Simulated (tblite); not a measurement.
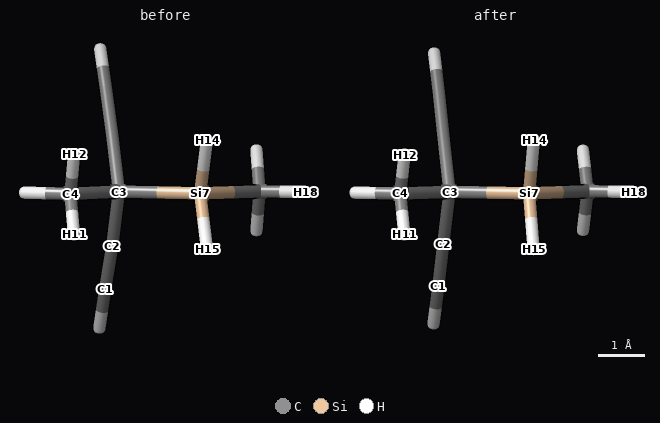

The structure of C7H10Si before (left) and after (right) a relaxation, at one scale.

Style: stick. Shown face on.

Method: GFN2-xTB geometry optimisation, gas phase (tblite). 

### Describe what moved and what it gained.

The energy falls by 0.166 eV in 45 geometry steps. An H atom moves most after the best rigid fit: 0.13 Å. Largest moves by element: H 0.13 Å, C 0.10 Å, Si 0.05 Å. Some distances before and after: C–C 1.503 → 1.451 Å, C–Si 1.845 → 1.892 Å, C–Si 1.971 → 1.936 Å, C–C 1.482 → 1.451 Å. Among the angles between lasting bonds that change: H–Si–H 107.2° → 110.4°, C–C–C 111.3° → 108.2°, C–Si–C 111.4° → 108.8°. Cost: 0.53 s on 1 thread of Arm Neoverse N1 (shared host).
